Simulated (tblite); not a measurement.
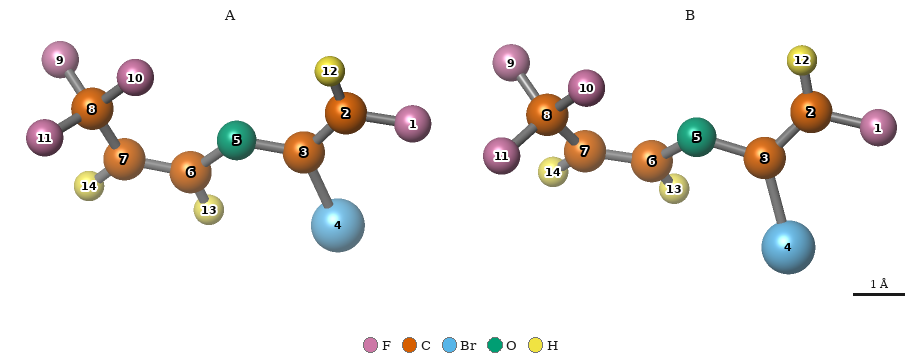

Two geometries of C5H3BrF4O, drawn at one scale. One is the start of a relaxation, the other its converged end. Style: ball-and-stick. Shown from a free direction.

Level of theory: GFN2-xTB geometry optimisation, gas phase (tblite 0.8.0). 

> Which one is relaxed?

Structure A is the relaxed one. The energy falls by 0.154 eV in 89 geometry steps. Br4 moves most after the best rigid fit: 0.96 Å. Largest moves by element: Br 0.96 Å, H 0.63 Å, F 0.38 Å, C 0.23 Å, O 0.11 Å. Near-neighbour distances that change, for instance: C3–O5 1.403 → 1.347 Å, C3–Br4 1.859 → 1.905 Å, O5–C6 1.369 → 1.342 Å, F1–C2 1.358 → 1.333 Å. Bond angles that change, for instance: C3–O5–C6 121.1° → 123.9°, F1–C2–H12 111.9° → 114.5°, O5–C6–H13 115.1° → 117.5°. Groups turn about C3–O5 by about 30°. Cost: 0.84 s on 1 thread of Intel(R) Xeon(R) Platinum 8488C, with other jobs on the host.
